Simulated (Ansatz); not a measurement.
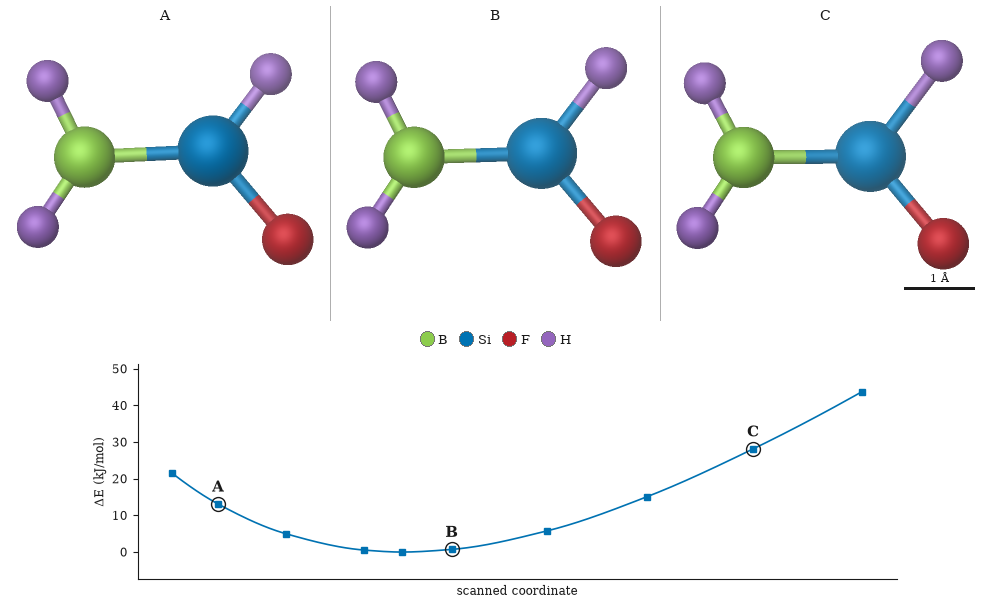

Frames of a one-coordinate scan of BSiH₃F (charge −1). The picture is a ball-and-stick view, seen face on.

Single-point energies from Ansatz with CCSD(T) in the def2-TZVPPD basis, on geometries relaxed under the constraint at PBE0-D4/def2-TZVPD. Coupled cluster with a frozen core. Energies are counted from the PBE0-D4/def2-TZVPD minimum geometry at the same level.

Which coordinate changes from frame to frame?

The Si–H bond length is varied, with all other coordinates relaxed. In the frames the distance is 1.380 Å (A), 1.532 Å (B), 1.728 Å (C). The lowest computed point lies at the distance 1.499 Å (0.0 kJ/mol). At the ends of the scan the energy is 21.5 kJ/mol (1.350 Å) and 43.8 kJ/mol (1.799 Å). The curvature at the lowest point is about 16 eV/Å² (2.6 mdyn/Å). The well is steeper on the short side, as for any bond. At 1.475 Å to 1.799 Å the mean-field solution behind CCSD(T) isn't stable (a lower one of broken symmetry exists), so those energies are less reliable.
